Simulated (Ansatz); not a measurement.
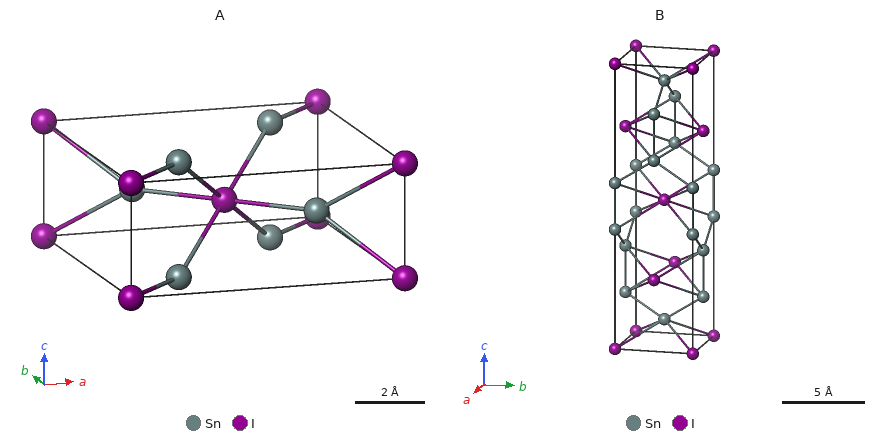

Two structures of Sn2I, each relaxed to rest (conventional cells in solid outline, small ones repeated, not to one scale). Method: DFT PBE, scalar-relativistic, plane waves, PAW (Ansatz), without spin polarisation.

Question: What are the two structures?

Answer: A: 6 atoms a cell on a primitive tetragonal lattice, P4_2/mnm. B: 12 atoms a cell on a body-centred tetragonal lattice, I4_1/amd.

Question: Which form lies lower?

Answer: B is lower, by 368 meV/atom at this level of theory (energies at zero smearing). Volumes: A 40.8, B 36.7 Å³/atom.

One or both may be structure types tried for this composition rather than known phases.
